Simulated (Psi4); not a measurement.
**doublet [H2S2]+: levels of theory compared**

Aim: a comparison of 6 runs (UHF/STO-3G, UB3LYP/6-31G*, UHSE06/def2-TZVPP, UTPSSh/def2-TZVPP, UMP3/def2-TZVPP) of doublet [H2S2]+. 

Program for the calculation: Psi4 1.11.

### 1 The molecule

The species is [H2S2]+ (4 atoms), meant as a doublet with charge +1. SMILES of the parent species: `SS`. The coordinates come from a PBE0-D4/def2-TZVP relaxation. That shape belongs to the parent species and isn't relaxed for this state.

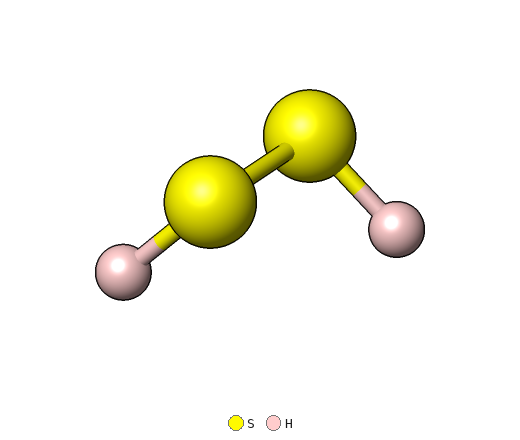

The structure, seen from a chosen angle (sulfur yellow, hydrogen pink).

### 2 A single-point energy at UHF/STO-3G (run 1)

Input file h2s2.xyz:

```xyz
4
H2S2
S      0.784480    -0.789210     0.166690
S      0.060220     1.121560     0.067360
H     -0.225420    -1.352590     0.856880
H     -0.619290     1.020250    -1.090950
```

Input file calc.py:

```python
import psi4

psi4.set_memory(2200000000)
psi4.set_num_threads(1)
psi4.set_output_file('run.log', False)

with open('h2s2.xyz') as f:
    atoms = ''.join(f.readlines()[2:])
geom = psi4.geometry('1 2\n' + atoms + 'symmetry c1\nno_reorient\nno_com')

psi4.set_options(dict(reference='uhf', puream=True, e_convergence=1e-09, d_convergence=1e-08, scf_type='pk', maxiter=100))

energy_value, wavefunction = psi4.energy("hf/STO-3G", return_wfn=True)
psi4.oeprop(wavefunction, "QUADRUPOLE", "MULLIKEN_CHARGES", "MAYER_INDICES", title="HF")
print(f'hf/STO-3G energy: {energy_value:.10f} Eh')
```

Started as:

```console
python calc.py
```

run.log:

```text
[...]
  Running in c1 symmetry.
[...]
  Nuclear repulsion =   85.443143382187571
[...]
  Multiplicity = 2
[...]
  Nalpha       = 17
  Nbeta        = 16
[...]
    Number of basis functions: 20
[...]
   @UHF iter   1:  -787.21157064106717   -8.25576e-01   5.93572e-03 DIIS/ADIIS
[...]
   @UHF iter  18:  -787.23623740462040   -3.41061e-13   3.38674e-09 DIIS
[...]
   @S^2 Observed:                8.138216496E-01
[...]
  @UHF Final Energy:  -787.23623740462040
   => Energetics <=
    Nuclear Repulsion Energy =             85.4431433821875714
    One-Electron Energy =               -1252.9896663542381248
    Two-Electron Energy =                 380.3102855674301850
    Total Energy =                       -787.2362374046203968
  UHF NO Occupations:
  HONO-2 :   15  A 1.9998567
  HONO-1 :   16  A 1.9678271
[...]
 Multipole Moments:
 ------------------------------------------------------------------------------------
     Multipole            Electronic (a.u.)      Nuclear  (a.u.)        Total (a.u.)
 ------------------------------------------------------------------------------------
 L = 1.  Multiply by 2.5417464519 to convert [e a0] to [Debye]
 Dipole X            :        -24.0285288           23.9437560           -0.0847729
 Dipole Y            :         -9.4541212            9.4207761           -0.0333452
 Dipole Z            :         -6.6578153            6.6343182           -0.0234971
 Magnitude           :                                                    0.0940768
 L = 2.  Multiply by 1.3450342976 to convert [e a0^2] to [Debye ang]
 Quadrupole XX       :        -52.9692323           36.9208800          -16.0483523
 Quadrupole XY       :         31.4692143          -32.6830841           -1.2138697
[...]
```

On the terminal:

```text
hf/STO-3G energy: -787.2362374046 Eh
```

Run time: 2 s. Hardware: 1 thread of AMD EPYC 7R43 (Zen 3), shared host; peak memory 0.17 GiB.

### 3 Energy and gradient at UB3LYP/6-31G(d) (spherical functions) (run 2)

Input file job.in:

```
memory 2.2 GB

molecule {
  1 2
  S      0.784480    -0.789210     0.166690
  S      0.060220     1.121560     0.067360
  H     -0.225420    -1.352590     0.856880
  H     -0.619290     1.020250    -1.090950
  units angstrom
  symmetry c1
}

set basis 6-31G*
set reference uks
set puream true
set e_convergence 1e-09
set d_convergence 1e-08
set scf_type pk
set dft_radial_points 99
set dft_spherical_points 590
set maxiter 100

e, wfn = gradient("b3lyp", return_wfn=True)
oeprop(wfn, "QUADRUPOLE", "MAYER_INDICES", "MULLIKEN_CHARGES", title="B3LYP")
print_variables()
```

Started as:

```console
psi4 -n 1 job.in job.out
```

job.out:

```text
[...]
  Running in c1 symmetry.
[...]
  Nuclear repulsion =   85.443143382187586
[...]
  Multiplicity = 2
[...]
  Nalpha       = 17
  Nbeta        = 16
[...]
    Number of basis functions: 40
[...]
   @UKS iter   1:  -797.18926177764445    2.68183e-01   2.87990e-03 ADIIS/DIIS
[...]
   @UKS iter  13:  -797.19806553891658   -1.36424e-12   8.45750e-09 DIIS
[...]
   @S^2 Observed:                7.541073337E-01
[...]
  @UKS Final Energy:  -797.19806553891658
   => Energetics <=
    Nuclear Repulsion Energy =             85.4431433821875856
    One-Electron Energy =               -1261.1988514276026763
    Two-Electron Energy =                 420.3130172612022193
    DFT Exchange-Correlation Energy =     -41.7553747547037375
    Empirical Dispersion Energy =           0.0000000000000000
    VV10 Nonlocal Energy =                  0.0000000000000000
    Total Energy =                       -797.1980655389165804
[...]
  -Total Gradient:
     Atom            X                  Y                   Z
    ------   -----------------  -----------------  -----------------
       1       -0.016910340127     0.001112389596    -0.016210062069
       2       -0.017131928152    -0.014506534298     0.006780347650
       3        0.014100010077     0.009397711593     0.011428877889
       4        0.019942428419     0.003996498593    -0.001999109187
[...]
  Mulliken Charges: (a.u.)
   Center  Symbol    Alpha    Beta     Spin     Total
       1     S     8.10382  7.62214  0.48168  0.27403
       2     S     8.10383  7.62214  0.48169  0.27404
       3     H     0.39617  0.37786  0.01831  0.22597
       4     H     0.39617  0.37786  0.01831  0.22597
   Total alpha = 17.00000, Total beta = 16.00000, Total charge =  1.00000
  Mayer Bond Indices:
  Total Bond Index:
  Irrep: 1 Size: 4 x 4
[...]
```

It took 14 s on 1 thread of AMD EPYC 7R43 (Zen 3), shared host; peak memory 0.44 GiB.

### 4 The energy at UB3LYP/6-31G(d) (Cartesian functions) (run 3)

h2s2.xyz is that of step 2.

Input file h2s2.py:

```python
import psi4

psi4.set_memory(2200000000)
psi4.set_num_threads(1)
psi4.set_output_file('output.dat', False)

with open('h2s2.xyz') as f:
    atoms = ''.join(f.readlines()[2:])
molecule = psi4.geometry('1 2\n' + atoms + 'symmetry c1\nno_reorient\nno_com')

options = {'reference': 'uks', 'puream': False, 'e_convergence': 1e-09, 'd_convergence': 1e-08, 'scf_type': 'pk', 'dft_radial_points': 99, 'dft_spherical_points': 590, 'maxiter': 100}
psi4.set_options(options)

result = psi4.energy("b3lyp/6-31G*", molecule=molecule)
print(f'total energy {result:.8f} hartree = {result * 27.211386:.5f} eV')
```

Started as:

```console
python h2s2.py
```

output.dat:

```text
[...]
  Running in c1 symmetry.
[...]
  Nuclear repulsion =   85.443143382187571
[...]
  Multiplicity = 2
[...]
  Nalpha       = 17
  Nbeta        = 16
[...]
    Number of basis functions: 42
[...]
   @UKS iter   1:  -797.19428517567826    2.63262e-01   3.24760e-03 ADIIS/DIIS
[...]
   @UKS iter  13:  -797.20399129417274    1.02318e-12   7.64322e-09 DIIS
[...]
   @S^2 Observed:                7.540930069E-01
[...]
  @UKS Final Energy:  -797.20399129417274
   => Energetics <=
    Nuclear Repulsion Energy =             85.4431433821875714
    One-Electron Energy =               -1261.0709430195970526
    Two-Electron Energy =                 420.1518819636882540
    DFT Exchange-Correlation Energy =     -41.7280736204515463
    Empirical Dispersion Energy =           0.0000000000000000
    VV10 Nonlocal Energy =                  0.0000000000000000
    Total Energy =                       -797.2039912941727380
[...]
 Multipole Moments:
 ------------------------------------------------------------------------------------
     Multipole            Electronic (a.u.)      Nuclear  (a.u.)        Total (a.u.)
 ------------------------------------------------------------------------------------
 L = 1.  Multiply by 2.5417464519 to convert [e a0] to [Debye]
 Dipole X            :        -23.9837858           23.9437560           -0.0400299
 Dipole Y            :         -9.4365153            9.4207761           -0.0157393
 Dipole Z            :         -6.6454174            6.6343182           -0.0110992
 Magnitude           :                                                    0.0444219
[...]
```

On the terminal:

```text
total energy -797.20399129 hartree = -21693.02553 eV
```

It took 12 s on 1 thread of AMD EPYC 7R43 (Zen 3), shared host; peak memory 0.45 GiB.

Runs 4 to 5 aren't shown in full; the table further down has their settings and results.

### 5 The energy at UMP3/def2-TZVPP (run 6)

h2s2.xyz is that of step 4.

Input file run.py:

```python
import psi4

psi4.set_memory('2200 MB')
psi4.set_num_threads(1)
psi4.set_output_file('output.dat', False)

with open('h2s2.xyz') as f:
    atoms = ''.join(f.readlines()[2:])
m = psi4.geometry('1 2\n' + atoms + 'symmetry c1')

options = {'basis': 'def2-TZVPP', 'reference': 'uhf', 'puream': True, 'e_convergence': 1e-09, 'd_convergence': 1e-08, 'scf_type': 'pk', 'num_frozen_docc': 10, 'maxiter': 100, 'mp_type': 'conv'}
psi4.set_options(options)

e = psi4.energy('mp3')
print('E =', round(e, 9))
for k, v in sorted(psi4.core.scalar_variables().items()):
    print(f'{k:45s} {v:18.10f}')
```

Started as:

```console
python run.py
```

output.dat:

```text
[...]
  Running in c1 symmetry.
[...]
  Nuclear repulsion =   85.443143382187586
[...]
  Multiplicity = 2
[...]
  Nalpha       = 17
  Nbeta        = 16
[...]
    Number of basis functions: 112
[...]
   @UHF iter   1:  -795.84169567016659    1.21452e-01   2.73386e-03 DIIS/ADIIS
[...]
   @UHF iter  23:  -795.90524559068785   -9.32232e-12   5.62942e-09 DIIS
[...]
   @S^2 Observed:                8.135342114E-01
[...]
  @UHF Final Energy:  -795.90524559068785
   => Energetics <=
    Nuclear Repulsion Energy =             85.4431433821875856
    One-Electron Energy =               -1260.9125546635686987
    Two-Electron Energy =                 379.5641656906932440
    Total Energy =                       -795.9052455906878549
  UHF NO Occupations:
  HONO-2 :   15  A 1.9965313
  HONO-1 :   16  A 1.9739659
[...]
 Multipole Moments:
 ------------------------------------------------------------------------------------
     Multipole            Electronic (a.u.)      Nuclear  (a.u.)        Total (a.u.)
 ------------------------------------------------------------------------------------
 L = 1.  Multiply by 2.5417464519 to convert [e a0] to [Debye]
 Dipole X            :          0.8314239           -1.5340099           -0.7025860
 Dipole Y            :          0.3271317           -0.6035486           -0.2764169
 Dipole Z            :          0.2303802           -0.4250601           -0.1946798
 Magnitude           :                                                    0.7797010
[...]
	SCS-MP2 Total Energy (a.u.)        :  -796.23752898886357
	SOS-MP2 Total Energy (a.u.)        :  -796.23817602596546
[...]
	SOS-PI-MP2 Total Energy (a.u.)     :  -796.26378605944831
[...]
	MP2 Total Energy (a.u.)            :  -796.23623491465958
[...]
	SCS-MP3 Total Energy (a.u.)        :  -796.24664180175114
[...]
	MP3 Total Energy (a.u.)            :  -796.27268616620984
[...]
```

It took 50 s on 1 thread of AMD EPYC 7R43 (Zen 3), shared host; peak memory 1.5 GiB.

### 6 Overview of the runs

```tsv
run	level	task	integration grid	energy (Eh)	HOMO energy (eV)	LUMO energy (eV)	⟨S²⟩	wall time
1	UHF/STO-3G	energy	–	-787.236237	-14.53	-6.28	0.814	2 s
2	UB3LYP/6-31G* (spherical functions)	gradient	99 radial × 590 angular	-797.198066	-14.13	-12.70	0.754	14 s
3	UB3LYP/6-31G* (Cartesian functions)	energy	99 radial × 590 angular	-797.203991	-14.13	-12.70	0.754	12 s
4	UHSE06/def2-TZVPP	gradient	99 radial × 590 angular	-797.002631	-13.88	-12.72	0.758	62 s
5	UTPSSh/def2-TZVPP	energy	99 radial × 590 angular	-797.285972	-13.74	-12.83	0.757	70 s
6	UMP3/def2-TZVPP	energy	–	-796.272686	-16.28	-8.40	0.814	50 s
```

### 7 Outcome

```
                                                         quantity          value
                                              run 6: total energy  -796.27269 Eh
run 6: HOMO energy (Hartree–Fock orbitals) (highest over α and β)      -16.28 eV
 run 6: LUMO energy (Hartree–Fock orbitals) (lowest over α and β)       -8.40 eV
              run 6: correlation energy (10 core orbitals frozen)     -367.4 mEh
                         run 6: ⟨S²⟩ of the reference determinant          0.814
```

Totals of different functionals can't be ranked against each other. In run 1 the basis is minimal, so the values are rough. All runs together took 3.5 min, the longest 70 s.
